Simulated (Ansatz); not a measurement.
Run report: Si2NH6SCl, geometry relaxation (part 2 of 2)

Continued. System: Si2NH6SCl. Method: RKS B3LYP-D4/STO-3G (Ansatz 0.2.0). It belongs to a series of runs on one base structure; here: start relaxed.

Geometry of the input (Å):
```
N  -1.0214  1.5729  -0.1324
Si -0.2088  0.1912  -0.5034
Si 1.3774  -0.4070  1.0328
S  -1.6851  -1.2580  -0.6379
Cl 0.5978  0.4029  -2.3889
H  -1.5791  1.9066  -0.9843
H  -1.7624  1.3959  0.5446
H  2.0531  -1.7045  0.6782
H  0.8139  -0.5314  2.4457
H  2.5061  0.6007  1.1510
H  -1.0260  -2.2264  -1.1847
```

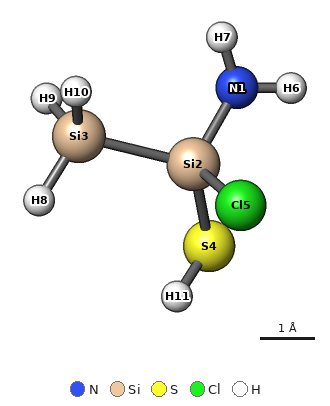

The geometry at step 19 of the log (ball-and-stick view, seen at a tilt; atoms are numbered from 1 in the order of the input).

## Trajectory as extended XYZ, continued
```
11
Properties=species:S:1:pos:R:3:forces:R:3 step=6 energy=-40245.30879
N    -0.9913    1.6591   -0.1721    0.1434  -0.1475  -0.0129
Si   -0.2532    0.0973   -0.5410   -0.0921   0.0250   0.0112
Si    1.3307   -0.4042    1.0156   -0.0442   0.0175  -0.0098
S    -1.7417   -1.4237   -0.8371    0.0088   0.0666  -0.0163
Cl    0.7401    0.3925   -2.4086   -0.0020   0.0275  -0.0358
H    -1.7652    1.9266   -0.8222   -0.0339  -0.0350  -0.1556
H    -1.4222    1.6668    0.7798   -0.0077   0.0422   0.2029
H     1.9435   -1.6707    0.6928   -0.0031  -0.0071  -0.0048
H     0.7059   -0.5167    2.3135   -0.0001   0.0077   0.0076
H     2.3466    0.6198    1.0654   -0.0013   0.0075  -0.0025
H    -0.8277   -2.4039   -1.0653    0.0321  -0.0043   0.0161
11
Properties=species:S:1:pos:R:3:forces:R:3 step=8 energy=-40245.31104 accepted=F
N    -0.9968    1.6320   -0.1913   -0.4099   0.1143   0.3774
Si   -0.2549    0.0892   -0.5712   -0.0407   0.0244   0.0290
Si    1.3033   -0.3999    1.0104    0.0085  -0.0150  -0.0090
S    -1.7343   -1.4227   -0.9198    0.0718  -0.0648   0.0103
Cl    0.7677    0.3901   -2.4284    0.0026   0.0265  -0.0049
H    -1.8604    1.8646   -0.7488    0.3161  -0.1016   0.2330
H    -1.2523    1.7400    0.8312    0.1253  -0.0423  -0.6339
H     1.9245   -1.6688    0.7107   -0.0079   0.0077   0.0085
H     0.6629   -0.4949    2.3029    0.0016   0.0048  -0.0107
H     2.3143    0.6296    1.0592   -0.0025  -0.0057   0.0049
H    -0.8084   -2.4162   -1.0342   -0.0649   0.0516  -0.0045
11
Properties=species:S:1:pos:R:3:forces:R:3 step=9 energy=-40245.31825
N    -1.0007    1.6331   -0.1901    0.0103  -0.0792   0.0404
Si   -0.2548    0.0907   -0.5603   -0.0350   0.0288  -0.0085
Si    1.3101   -0.4029    1.0134   -0.0056   0.0081   0.0049
S    -1.7336   -1.4256   -0.8950   -0.0125   0.0264   0.0086
Cl    0.7519    0.3955   -2.4252    0.0105   0.0087  -0.0044
H    -1.8439    1.8634   -0.7618   -0.0059   0.0090  -0.0122
H    -1.2749    1.7443    0.8125    0.0202   0.0218  -0.0209
H     1.9296   -1.6719    0.7123   -0.0087   0.0028  -0.0035
H     0.6695   -0.5000    2.3051    0.0028   0.0031   0.0015
H     2.3219    0.6253    1.0653    0.0038  -0.0004   0.0011
H    -0.8096   -2.4091   -1.0555    0.0202  -0.0292  -0.0071
11
Properties=species:S:1:pos:R:3:forces:R:3 step=11 energy=-40245.30936 accepted=F
N    -1.0287    1.5956   -0.2137   -0.2908   0.3236   1.0101
Si   -0.2624    0.0814   -0.5710    0.0637  -0.0490  -0.0452
Si    1.2885   -0.3938    1.0192    0.0269  -0.0193   0.0022
S    -1.7230   -1.4456   -0.9218    0.0088  -0.0133  -0.0066
Cl    0.7714    0.3833   -2.4283    0.0234  -0.0393  -0.0136
H    -1.9459    1.7931   -0.6753    0.1800   0.0053   0.1539
H    -1.0944    1.8649    0.8145    0.0052  -0.2402  -1.0979
H     1.9003   -1.6685    0.7300    0.0116  -0.0054   0.0095
H     0.6391   -0.4789    2.3074   -0.0024   0.0075   0.0015
H     2.3082    0.6269    1.0747   -0.0075   0.0036  -0.0069
H    -0.7876   -2.4154   -1.1147   -0.0190   0.0264  -0.0069
11
Properties=species:S:1:pos:R:3:forces:R:3 step=12 energy=-40245.32437
N    -1.0311    1.5968   -0.1949   -0.0142  -0.0458   0.1052
Si   -0.2617    0.0830   -0.5670   -0.0576   0.0191   0.0358
Si    1.2956   -0.3956    1.0170    0.0068   0.0202   0.0114
S    -1.7275   -1.4458   -0.9007    0.0565  -0.0024  -0.0306
Cl    0.7723    0.3687   -2.4247   -0.0136   0.0061  -0.0078
H    -1.9072    1.8372   -0.7020    0.0157  -0.0118  -0.0032
H    -1.1577    1.8252    0.8141    0.0368   0.0059  -0.1151
H     1.9100   -1.6693    0.7288    0.0034  -0.0085   0.0021
H     0.6510   -0.4769    2.3076    0.0016   0.0002   0.0068
H     2.3124    0.6282    1.0649   -0.0003  -0.0020  -0.0020
H    -0.7908   -2.4085   -1.1225   -0.0351   0.0191  -0.0024
11
Properties=species:S:1:pos:R:3:forces:R:3 step=14 energy=-40245.32564 accepted=F
N    -1.0888    1.5235   -0.1777    0.0031   0.5505   1.2691
Si   -0.2773    0.0623   -0.5572   -0.0422  -0.1178  -0.0085
Si    1.2868   -0.3969    1.0307   -0.0142   0.0182  -0.0085
S    -1.7274   -1.4737   -0.9201    0.1884  -0.0740  -0.0469
Cl    0.7681    0.3486   -2.4165    0.0258  -0.0016  -0.0161
H    -1.9569    1.8217   -0.6569    0.0374  -0.0349   0.0079
H    -1.0237    1.9503    0.7918   -0.0424  -0.4466  -1.2031
H     1.9110   -1.6735    0.7670   -0.0322   0.0406  -0.0041
H     0.6498   -0.4520    2.3267   -0.0006  -0.0092  -0.0011
H     2.2969    0.6341    1.0565    0.0156  -0.0003  -0.0009
H    -0.7731   -2.4014   -1.2235   -0.1385   0.0752   0.0123
11
Properties=species:S:1:pos:R:3:forces:R:3 step=16 energy=-40245.34837
N    -1.1132    1.5002   -0.1514   -0.1262   0.2058   0.4243
Si   -0.2808    0.0586   -0.5479   -0.0257  -0.0555  -0.0165
Si    1.2903   -0.3953    1.0329   -0.0219  -0.0055  -0.0052
S    -1.7203   -1.4845   -0.9184    0.0354   0.0014  -0.0250
Cl    0.7632    0.3681   -2.4082    0.0020  -0.0018   0.0168
H    -1.9317    1.8474   -0.6817    0.0941  -0.0650   0.0532
H    -1.0346    1.9605    0.7794    0.0532  -0.1480  -0.4527
H     1.9043   -1.6752    0.7660   -0.0171   0.0223   0.0007
H     0.6598   -0.4474    2.3321    0.0066  -0.0005   0.0077
H     2.3085    0.6279    1.0488    0.0042   0.0077   0.0022
H    -0.7800   -2.4175   -1.2309   -0.0046   0.0390  -0.0055
11
Properties=species:S:1:pos:R:3:forces:R:3 step=17 energy=-40245.36645
N    -1.1508    1.4602   -0.1146   -0.1079   0.3169   0.4578
Si   -0.2919    0.0483   -0.5459   -0.0356  -0.0664   0.0275
Si    1.2813   -0.3906    1.0365   -0.0152  -0.0111   0.0004
S    -1.7178   -1.5065   -0.9255    0.0979   0.0439  -0.0245
Cl    0.7676    0.3487   -2.4059   -0.0422   0.0381   0.0669
H    -1.9401    1.8538   -0.6539    0.0655  -0.1015  -0.0163
H    -0.9722    2.0104    0.7525    0.0758  -0.2613  -0.5059
H     1.8908   -1.6737    0.7779   -0.0013   0.0089   0.0076
H     0.6575   -0.4279    2.3395    0.0026  -0.0045   0.0008
H     2.3033    0.6295    1.0409   -0.0037   0.0041  -0.0065
H    -0.7623   -2.4094   -1.2807   -0.0359   0.0329  -0.0078
11
Properties=species:S:1:pos:R:3:forces:R:3 step=19 energy=-40245.41554
N    -1.2490    1.4192   -0.0069    0.5386  -0.1989   0.3869
Si   -0.3277    0.0186   -0.5011   -0.2240   0.6061   0.1180
Si    1.2689   -0.4054    1.0634    0.0102   0.0108   0.0152
S    -1.6964   -1.5648   -0.9346   -0.1427   0.1111   0.0927
Cl    0.7153    0.3671   -2.3675    0.0183   0.0747   0.0720
H    -1.9748    1.8278   -0.6258    0.0427  -0.0255  -0.0723
H    -0.7912    2.1820    0.5605   -0.2475  -0.6132  -0.5798
H     1.8892   -1.6805    0.7904    0.0010   0.0132   0.0036
H     0.6709   -0.4519    2.3783   -0.0113  -0.0098  -0.0197
H     2.2810    0.6261    1.0550   -0.0223  -0.0115  -0.0185
H    -0.7206   -2.3954   -1.3908    0.0369   0.0430   0.0019
11
Properties=species:S:1:pos:R:3:forces:R:3 step=21 energy=-40245.44201
N    -1.2855    1.3925    0.0763   -0.2015  -0.0558  -0.2200
Si   -0.3361    0.0096   -0.4445    0.3129   0.3986   0.3600
Si    1.2886   -0.4327    1.0771   -0.1096  -0.0824   0.0621
S    -1.7479   -1.4932   -0.9186   -0.3098  -0.0800  -0.0553
Cl    0.8299    0.5114   -2.1772    0.0068   0.0172  -0.3990
H    -2.0500    1.6371   -0.6021    0.0939  -0.0013   0.1288
H    -0.7298    2.2727    0.2016    0.0250  -0.1220   0.0184
H     1.9302   -1.6807    0.7396    0.0110  -0.0190   0.0410
H     0.7113   -0.5308    2.3968    0.0561  -0.0282   0.0448
H     2.2736    0.6219    1.0563   -0.0056   0.0215   0.0292
H    -0.8186   -2.3648   -1.3846    0.1207  -0.0487  -0.0101
11
Properties=species:S:1:pos:R:3:forces:R:3 step=22 energy=-40245.41226 accepted=F
N    -1.3059    1.4109    0.0441    0.1669   0.0059   0.0747
Si   -0.3151    0.0532   -0.4527   -0.3707  -0.0600  -0.5850
Si    1.2619   -0.4654    1.1036    0.5138   0.0676   0.1234
S    -1.7291   -1.4720   -0.9503    0.3758  -0.0401   0.0534
Cl    0.7090    0.5576   -2.3297   -0.0931  -0.1406   0.5472
H    -2.0585    1.6641   -0.6409    0.1045  -0.0613   0.0166
H    -0.7455    2.2822    0.1905   -0.0715   0.0887   0.0664
H     1.9268   -1.7046    0.7848   -0.0906  -0.0710  -0.1924
H     0.7854   -0.6032    2.4606   -0.3186   0.0958  -0.1071
H     2.2720    0.5648    1.1054    0.0010   0.0862  -0.0161
H    -0.7355   -2.3447   -1.2948   -0.2175   0.0288   0.0188
11
Properties=species:S:1:pos:R:3:forces:R:3 step=24 energy=-40245.47291
N    -1.2816    1.3912    0.0583   -0.0125   0.0713  -0.0151
Si   -0.3130    0.0416   -0.4741    0.0734  -0.1038  -0.0085
Si    1.2818   -0.4323    1.0760   -0.0012   0.0156  -0.0129
S    -1.7141   -1.5026   -0.9167   -0.0514   0.0216   0.0052
Cl    0.7437    0.5076   -2.3039   -0.0093   0.0050   0.0196
H    -2.0235    1.6845   -0.6172   -0.0144   0.0086   0.0063
H    -0.7386    2.2542    0.2927   -0.0158  -0.0499  -0.0026
H     1.9059   -1.6944    0.7565    0.0114   0.0092  -0.0009
H     0.6786   -0.5316    2.3853    0.0026   0.0050  -0.0140
H     2.2870    0.6052    1.0943   -0.0076  -0.0134   0.0123
H    -0.7606   -2.3804   -1.3303    0.0250   0.0307   0.0105
11
Properties=species:S:1:pos:R:3:forces:R:3 step=25 energy=-40245.47431
N    -1.2744    1.3938    0.0511    0.0209  -0.0074  -0.0018
Si   -0.3128    0.0347   -0.4727   -0.0168   0.0055  -0.0032
Si    1.2832   -0.4306    1.0762    0.0081   0.0095   0.0075
S    -1.7283   -1.4975   -0.9060    0.0029  -0.0064  -0.0003
Cl    0.7419    0.4829   -2.3065    0.0049   0.0058  -0.0023
H    -2.0184    1.6890   -0.6209    0.0041   0.0096   0.0017
H    -0.7273    2.2520    0.2882   -0.0135  -0.0057  -0.0060
H     1.9395   -1.6708    0.7378    0.0087  -0.0052   0.0028
H     0.6720   -0.5656    2.3782    0.0044  -0.0055  -0.0025
H     2.2656    0.6273    1.1236   -0.0123  -0.0016   0.0007
H    -0.7755   -2.3722   -1.3283   -0.0113   0.0014   0.0035
11
Properties=species:S:1:pos:R:3:forces:R:3 step=27 energy=-40245.47530
N    -1.2570    1.4007    0.0389    0.0121  -0.0556   0.0108
Si   -0.3150    0.0245   -0.4734   -0.0414   0.0511   0.0039
Si    1.2826   -0.4280    1.0770    0.0624  -0.0174   0.0390
S    -1.7528   -1.4920   -0.8873    0.0194  -0.0112  -0.0058
Cl    0.7410    0.4468   -2.3121    0.0067  -0.0047  -0.0152
H    -2.0006    1.7043   -0.6291    0.0094   0.0058  -0.0052
H    -0.6997    2.2501    0.2786   -0.0002   0.0310  -0.0042
H     2.0085   -1.6207    0.7013   -0.0286   0.0499   0.0184
H     0.6640   -0.6433    2.3663    0.0199  -0.0007  -0.0386
H     2.2088    0.6787    1.1787   -0.0447  -0.0449  -0.0061
H    -0.8143   -2.3782   -1.3182   -0.0150  -0.0035   0.0030
11
Properties=species:S:1:pos:R:3:forces:R:3 step=29 energy=-40245.47605
N    -1.2461    1.4094    0.0320   -0.0107   0.0304   0.0108
Si   -0.3160    0.0248   -0.4741    0.0199  -0.0155  -0.0039
Si    1.2822   -0.4286    1.0782    0.0260  -0.0242   0.0107
S    -1.7645   -1.4857   -0.8756   -0.0018   0.0049   0.0049
Cl    0.7390    0.4259   -2.3199   -0.0027  -0.0034   0.0102
H    -1.9893    1.7133   -0.6362   -0.0066  -0.0050  -0.0075
H    -0.6840    2.2596    0.2611    0.0019  -0.0097   0.0005
H     2.0515   -1.5814    0.6666   -0.0214   0.0462   0.0210
H     0.6619   -0.7125    2.3536    0.0185   0.0095  -0.0457
H     2.1660    0.7063    1.2261   -0.0273  -0.0368  -0.0024
H    -0.8353   -2.3882   -1.2912    0.0043   0.0036   0.0016
11
Properties=species:S:1:pos:R:3:forces:R:3 step=30 energy=-40245.47626
N    -1.2423    1.4148    0.0285   -0.0069   0.0515   0.0101
Si   -0.3170    0.0257   -0.4741    0.0352  -0.0348  -0.0152
Si    1.2831   -0.4314    1.0752    0.0044  -0.0073   0.0331
S    -1.7712   -1.4817   -0.8667    0.0076   0.0079   0.0005
Cl    0.7397    0.4158   -2.3216   -0.0123  -0.0006   0.0102
H    -1.9854    1.7175   -0.6406   -0.0069  -0.0091  -0.0044
H    -0.6777    2.2652    0.2516    0.0011  -0.0211   0.0008
H     2.0774   -1.5623    0.6522   -0.0262   0.0365   0.0068
H     0.6578   -0.7478    2.3404    0.0263   0.0100  -0.0398
H     2.1444    0.7167    1.2494   -0.0211  -0.0310  -0.0016
H    -0.8433   -2.3895   -1.2736   -0.0013  -0.0019  -0.0003
11
Properties=species:S:1:pos:R:3:forces:R:3 step=32 energy=-40245.47655
N    -1.2366    1.4207    0.0243   -0.0119  -0.0038  -0.0027
Si   -0.3164    0.0249   -0.4738   -0.0015   0.0132  -0.0002
Si    1.2816   -0.4312    1.0759    0.0133  -0.0069   0.0098
S    -1.7761   -1.4786   -0.8580    0.0024  -0.0032  -0.0015
Cl    0.7364    0.4072   -2.3239    0.0007  -0.0014  -0.0019
H    -1.9806    1.7201   -0.6457    0.0048   0.0017   0.0039
H    -0.6675    2.2698    0.2390    0.0033  -0.0006  -0.0019
H     2.0954   -1.5378    0.6310   -0.0029   0.0069   0.0082
H     0.6580   -0.7847    2.3304    0.0064   0.0015  -0.0101
H     2.1229    0.7259    1.2785   -0.0111  -0.0087  -0.0042
H    -0.8517   -2.3936   -1.2569   -0.0034   0.0011   0.0007
```

## Results in brief

```json
{"quantity": "outcome", "value": "converged"}
{"quantity": "total energy", "value": "−40245.4768 eV"}
{"quantity": "mean-field energy", "value": "−40244.8989 eV"}
{"quantity": "largest force (length of the vector) at the end", "value": "0.018 eV/Å"}
{"quantity": "hardware", "value": "1 thread of Arm Neoverse V1, 24 GiB of memory available, shared host"}
{"quantity": "wall time", "value": "89 s"}
{"quantity": "peak memory", "value": "0.14 GiB"}
```
